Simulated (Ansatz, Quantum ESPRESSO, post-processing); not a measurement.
# Ballistic transmission: vacuum gap of 6.0 Å between two Pt(111) faces, part 4 of 4

Wanted: the transmission near the Fermi level and the conductance of this junction: vacuum gap of 6.0 Å between two Pt(111) faces.

Quantum ESPRESSO 7.5; plane-wave DFT, PBEsol, GBRV ultrasoft pseudopotentials; cross-check by Ansatz 0.2.0 with PAW datasets.

So far. Step 3 (The open system): The run is unpolarised; a magnetic state was not tried, may lie lower and would change T. Step 3 (The open system): At no point does T exceed the number of channels.

## Step 5: Cross-check with Ansatz

A second code with its own PAW datasets, on the same atoms.

Level of this step: plane-wave DFT, PBEsol, Ansatz PAW (Ansatz 0.2.0).

File input.yaml:

```yaml
crystal:
  lattice:
    - [2.8072139213, 0.0, 0.0]
    - [1.4036069607, 2.4311185697, 0.0]
    - [0.0, 0.0, 44.9653696676]
  atoms:
    - { symbol: Pt, position: [0.0, 0.0, 0.0] }
    - { symbol: Pt, position: [0.333333333, 0.333333333, 0.0509743517] }
    - { symbol: Pt, position: [0.666666667, 0.666666667, 0.1019487034] }
    - { symbol: Pt, position: [0.0, 0.0, 0.1529230552] }
    - { symbol: Pt, position: [0.333333333, 0.333333333, 0.2038974069] }
    - { symbol: Pt, position: [0.666666667, 0.666666667, 0.2548717586] }
    - { symbol: Pt, position: [0.0, 0.0, 0.3058461103] }
    - { symbol: Pt, position: [0.333333333, 0.333333333, 0.356820462] }
    - { symbol: Pt, position: [0.666666667, 0.666666667, 0.4077948138] }
    - { symbol: Pt, position: [0.0, 0.0, 0.5412308345] }
    - { symbol: Pt, position: [0.333333333, 0.333333333, 0.5922051862] }
    - { symbol: Pt, position: [0.666666667, 0.666666667, 0.643179538] }
    - { symbol: Pt, position: [0.0, 0.0, 0.6941538897] }
    - { symbol: Pt, position: [0.333333333, 0.333333333, 0.7451282414] }
    - { symbol: Pt, position: [0.666666667, 0.666666667, 0.7961025931] }
    - { symbol: Pt, position: [0.0, 0.0, 0.8470769448] }
    - { symbol: Pt, position: [0.333333333, 0.333333333, 0.8980512966] }
    - { symbol: Pt, position: [0.666666667, 0.666666667, 0.9490256483] }
kpoints:
  mp_grid: { grid: [10, 10, 1] }
hamiltonian:
  xc: pbesol
scf:
  occupations: { method: fermi_dirac, width: 0.1 }
  convergence: { dr2_threshold: 1.0e-08 }
output:
  transmission: { leads: [[0, 3]], e_range: [-0.4, 0.4], de: 0.4, kmesh: [12, 12] }
  write_potential: true
  write_density: true
  volumetric_format: npy
```

Run with:

```sh
$ ansatz run input.yaml --threads 4 --pin off --max-ram 8192MiB --backend cpu --events-out ev --progress --plain --runs-dir out
```

Numbers of over 12 decimals in the logs are rounded to 6 here.

Output:

```text
Engine: ansatz 0.2.0, aarch64-unknown-linux-gnu
Pseudopotentials: kind: paw
Pseudopotential: Pt, paw, valence charge 18, recommended cutoff 420 eV (normal), Pt.paw.azcp
Functional definition: PBEsol
  exchange = pbesol_x
  correlation = pbesol_c
Crystal: 18 atoms, lattice volume = 306.874 Å³
Basis set: ecut = 420 eV, 6067 PW (Γ)
Bands: 195, of which v1, the nominal top of the filled ones, is band 162 counted from 1 (161 counted from 0)
Symmetry: 12 space group operations
Space group: P-3m1 (ITA 164), of the structure as read, at distance tolerance 6.7e-5 Å
k-points: 14 of 100
Non-local potential: Pt, projectors of the file, l = 0: 3, l = 1: 2, l = 2: 2, l = 3: 1
PAW form: soft (Blöchl's): semilocal exchange-correlation on the pseudo side does not see the compensation charge
PAW frozen core: Pt, regenerated for the run's functional, and the local potential with it (the file was generated under x = pbe(κ = 0.804, μ = 0.219515), c = pbe(β = 0.066725))
PAW one-centre angular grid: Pt, 590 points (default); XC on 64 Gauss nodes
Initial density: superposition of atomic densities (neutral atoms: chi_scale 0, normalization atom), corrected by the library's trained network
Initial wavefunctions: pseudopotential atomic-orbital guess
Functional: x = pbesol(κ = 0.804, μ = 0.123457), c = pbesol(β = 0.046)
SCF iter   1: F=—  HF=-222907.392809 eV  |F-HF|=—  |Δ(HF+E_count)|=         —  Δρ=1.99e-2  dr2=1.01e2  ethr=1.77e-3  ⟨swp⟩=6.2  Hψ=9425  notcnv=0  defer=88
preconditioner: auto → LDOS  [metal: Δε(μ)=0.005 eV  Ē_g=8.329 eV  σ=0.100 eV  W_gap=0.01  n_scr=116 (ndim 8)  ℏωp=28.4 eV  f_vac=0.069  D(μ)=32.28/eV (n_scr^D=368)  β→1.0]
SCF iter   2: F=—  HF=-222907.197024 eV  |F-HF|=—  |Δ(HF+E_count)|=   1.96e-1  Δρ=5.90e-3  dr2=5.31e-1  ethr=1.77e-3  ⟨swp⟩=1.8  Hψ=3225  notcnv=0  defer=125
SCF iter   3: F=—  HF=-222907.177397 eV  |F-HF|=—  |Δ(HF+E_count)|=   1.96e-2  Δρ=3.31e-3  dr2=4.64e-2  ethr=1.64e-4  ⟨swp⟩=2.2  Hψ=3893  notcnv=0  defer=182
SCF iter   4: F=—  HF=-222907.168258 eV  |F-HF|=—  |Δ(HF+E_count)|=   9.14e-3  Δρ=4.84e-4  dr2=8.28e-3  ethr=1.43e-5  ⟨swp⟩=2.1  Hψ=3918  notcnv=0  defer=182
SCF iter   5: F=—  HF=-222907.168124 eV  |F-HF|=—  |Δ(HF+E_count)|=   1.33e-4  Δρ=2.90e-4  dr2=1.50e-3  ethr=2.56e-6  ⟨swp⟩=2.0  Hψ=3560  notcnv=0  defer=182
SCF iter   6: F=—  HF=-222907.168048 eV  |F-HF|=—  |Δ(HF+E_count)|=   7.63e-5  Δρ=1.02e-4  dr2=1.52e-4  ethr=4.63e-7  ⟨swp⟩=2.0  Hψ=3728  notcnv=0  defer=182
SCF iter   7: F=—  HF=-222907.168040 eV  |F-HF|=—  |Δ(HF+E_count)|=   8.32e-6  Δρ=4.49e-5  dr2=2.27e-5  ethr=4.68e-8  ⟨swp⟩=1.8  Hψ=3442  notcnv=0  defer=182
SCF iter   8: F=—  HF=-222907.168482 eV  |F-HF|=—  |Δ(HF+E_count)|=   4.43e-4  Δρ=2.36e-5  dr2=5.90e-6  ethr=7.00e-9  ⟨swp⟩=1.6  Hψ=3018  notcnv=0  defer=166
SCF iter   9: F=—  HF=-222907.168482 eV  |F-HF|=—  |Δ(HF+E_count)|=   2.30e-7  Δρ=7.62e-6  dr2=5.54e-7  ethr=1.82e-9  ⟨swp⟩=1.7  Hψ=2953  notcnv=0  defer=156
SCF iter  10: F=—  HF=-222907.168482 eV  |F-HF|=—  |Δ(HF+E_count)|=   4.84e-8  Δρ=3.36e-6  dr2=1.35e-7  ethr=1.71e-10  ⟨swp⟩=2.0  Hψ=3567  notcnv=0  defer=146
SCF iter  11: F=—  HF=-222907.168482 eV  |F-HF|=—  |Δ(HF+E_count)|=   5.94e-9  Δρ=1.35e-6  dr2=2.20e-8  ethr=4.17e-11  ⟨swp⟩=2.2  Hψ=3609  notcnv=0  defer=146
SCF iter  12: F=-222907.168482 eV  HF=-222907.168482 eV  |F-HF|=3.75e-9  |Δ(HF+E_count)|=   1.75e-9  Δρ=5.48e-7  dr2=3.90e-9  ethr=3.09e-12  ⟨swp⟩=10.8  Hψ=8208  notcnv=0
SCF 1 converged in 12 iterations: F = -222907.168482 eV  dr2 = 3.90e-9
  greatest PAW one-centre occupation: 1.000 electrons in one spin orbital (limit 2), on the Pt atom at site 11 (counted from 0), in its partial waves of l = 0
transmission: 150 of 1482 steps passed
transmission: 297 of 1482 steps passed
[...]
transmission: 1482 of 1482 steps passed
SCF converged after 12 iterations
Free energy (F): -222907.168482 eV
Harris-Foulkes:  -222907.168482 eV  (|F-HF|=3.75e-9)
Internal energy: -222906.103430 eV  (E = F + TS)
E sigma→0 (E₀):  -222906.635956 eV
Entropy (-TS):   -1.065052 eV (-59.170 meV/atom)
Fermi energy:    19.812250 eV
--- Per-component energies (eV) ---
  E_band       = -3407.582696
  E_kinetic    = 11454.690912
  E_local      = -99852.329600  (includes V_loc(G=0)·N_el)
  E_nonlocal   = 3655.187357
  E_hartree    = 45998.161920
  E_xc         = -4673.570265
  E_vxc        = -5426.672439  (∫ρ·V_xc dr)
  E_paw        = -167692.059281  (= ΣΔE_a)
  E_vpaw       = -5234.773457  (= ΣTr[D̂ρ^β])
  E_aug_tail   = 0.003481  (compensation charges beyond the density's cutoff)
  E_ewald      = -11801.353615
  E_core_change = 5.165661  (= ΣΔE_core)
  E_smearing   = -1.065052  (= −TS)
  E_closure    = 0.000000  (closes the sum)
  Σ components = -222907.168482   (vs F -222907.168482, Δ=0.00e0)
--- Band table (eV; the first three rows and the last of 14) ---
  k-point 0: bands = [... 158 lower, 18.4895, 18.6466, 18.6466, 18.6861, 18.8305, 18.8305, 19.0300, 19.0300, ... 29 higher]
  k-point 1: bands = [... 158 lower, 18.4829, 18.5621, 18.6087, 18.6889, 18.6954, 18.8651, 18.8961, 19.0571, ... 29 higher]
  k-point 2: bands = [... 158 lower, 18.5947, 18.6910, 18.7743, 18.7941, 18.9308, 19.0807, 19.1041, 19.2960, ... 29 higher]
  k-point 13: bands = [... 158 lower, 19.6913, 19.7851, 19.8714, 19.9281, 22.9968, 23.0658, 23.1851, 23.3589, ... 29 higher]
--- Transmission ---
  basis      : 61 plane waves across, 78 finite elements along
  points     : 19, standing for a mesh of 12 x 12
  energies   : 3 from -0.400000 to 0.400000 eV about the Fermi level, 0.400000 eV apart; the leads are filled to 0.000000 eV, and channels, transmission and decay are at 0.000000 eV
  crystal 0  : Pt3, at the sites [0, 3], period 6.8762 Å, over 41.26 Å; its Hamiltonian steps by up to 6.6 meV
    offset         : up to 0.0000 Å between an atom of the period and one for which it stands
    channels       : 1.868056e0 a spin
    conductance    : none, the energies end too early or step too widely for 300 K: set another output.transmission.e_range or a lower de, or, where they end at an eighth of basis.ecutwfc, a higher one
    slowest decay  : 0.1744 /Å at (-0.3333, 0.3333)
  junction   : crystal 0 to crystal 0, -0.45 to 37.64 Å
    transmission   : 2.888027e-3 a spin
    conductance    : none, the energies end too early or step too widely for 300 K: set another output.transmission.e_range or a lower de, or, where they end at an eighth of basis.ecutwfc, a higher one
```

The job ended after 23 s (4 threads of Arm Neoverse V2, shared host; peak memory 1.6 GiB; 85 s of CPU time).

Numbers from this step:

```
free energy                                  : -222907.1685 eV
energy at zero smearing                      : -222906.6360 eV
smearing term TS                             : 1.065 eV
Fermi energy                                 : 19.81 eV
symmetry operations                          : 12
transmission at the Fermi level, one spin    : 0.002888
step of the lead's Hamiltonian over a period : 6.6 meV
```

Per spin; mean over the k mesh across the current. Transmission, zone mean against energy, zero at the Fermi level:

| energy (eV) | transmission, zone mean |
| --- | --- |
| -0.400 | 0.00382 |
| 0.000 | 0.00289 |
| 0.400 | 0.00323 |

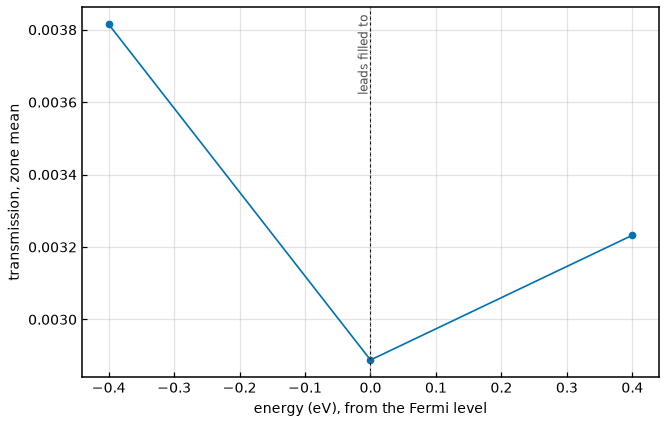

Transmission, zone mean, plotted against energy.

Per spin; mean over the k mesh across the current. The open channels, zone mean by energy, zero at the Fermi level:

| energy (eV) | open channels, zone mean |
| --- | --- |
| -0.400 | 1.72 |
| 0.000 | 1.87 |
| 0.400 | 1.02 |

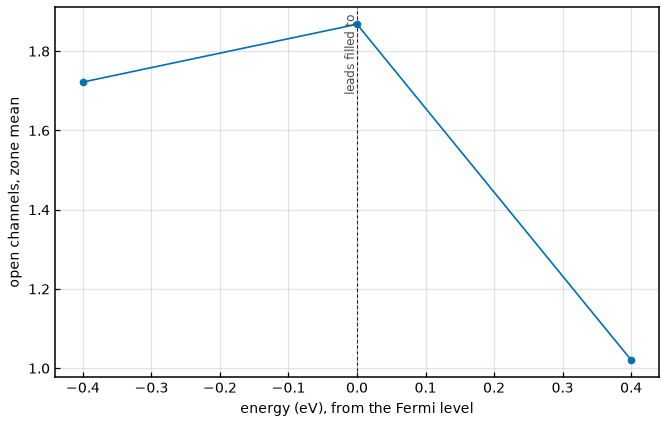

Open channels, zone mean against energy.

Ansatz finds T = 0.00289 against pwcond's 0.00294.

## Step 6: All levels side by side

All levels:

| step | T at the Fermi level (per spin) | conductance (G0) | r.m.s. T(E) from the first | CPU time of the step (s) | peak memory (GiB) |
| --- | --- | --- | --- | --- | --- |
| Ansatz | 0.002888 | - | 0 | 84.7 | 1.567 |
| pwcond | 0.002937 | 0.002937 | 6.21e-5 | 457.2 | 0.3 |
| pwcond, changed setting | 0.002972 | 0.002972 | 1.08e-4 | 377.4 | 0.29 |

Per spin; mean over the k mesh across the current. The transmission, zone mean by energy, zero at the Fermi level:

| energy (eV) | Ansatz | pwcond | pwcond, changed setting |
| --- | --- | --- | --- |
| -0.400 | 0.00382 | 0.00390 | 0.00398 |
| 0.000 | 0.00289 | 0.00294 | 0.00297 |
| 0.400 | 0.00323 | 0.00319 | 0.00321 |

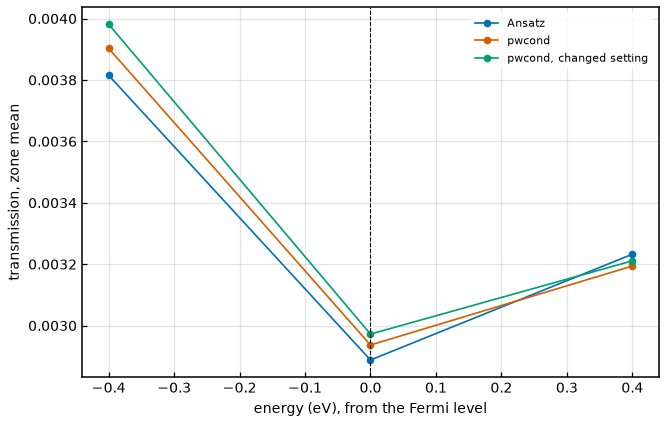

Transmission, zone mean against energy.

## Step 7: The arithmetic

The Landauer sum over the mesh, Σ w T = 0.0417 × 0.0206 + 0.0417 × 0.00969 + 0.0833 × 0.00482 + … = 0.002937.

G = 0.00294 × 77.48 µS = 0.228 µS a cell. Times the area of 6.825 Å², the resistance-area product is A/G = 300 fΩ m², the leads' contact resistance included.

## Step 8: What came out

```
conductance from T at the Fermi level, a cell (G₀ = 2e²/h) : 0.00294 G₀
conductance per area                                       : 3.33 S/μm²
lead channels per spin                                     : 1.87
the same conductance by Ansatz                             : 0.00289 G₀
```

What this shows: The junction conducts 0.00294 G₀ a cell at the Fermi level (PBEsol, GBRV ultrasoft). At the Fermi level the junction passes 0.16 % of what the leads offer, the tunnelling regime. At the Fermi level pwcond and Ansatz differ by 1.7 %, a close match. Points with over 2.5 times the mean carry 54 % of T, so the mean leans on few points, and the mesh was not tested. Over -0.4 to 0.4 eV, T lies between 0.0029 and 0.0039 per spin. The geometry is as built, not relaxed, and the leads are short. Semilocal functionals lack the image potential in a vacuum gap. Spin-orbit coupling is left out; depending on the atoms that carry the levels of interest, it can split and shift them by tenths of an eV to an eV or more.

[Logs are printed without paths, hosts, clocks, repeated set-up lines and the standing remarks that a program may print on its own settings, such as how far it seeks lower states.]

[Hosts, paths, dates, database ids (printed as entryN), source tags and the programs' standing remarks are cut or masked in the printed files.]

[Maps of the electrostatic potential energy from Ansatz leave out the sawtooth potential of an applied field or a dipole correction, so their vacuum need not be flat; planar profiles and work functions include it.]
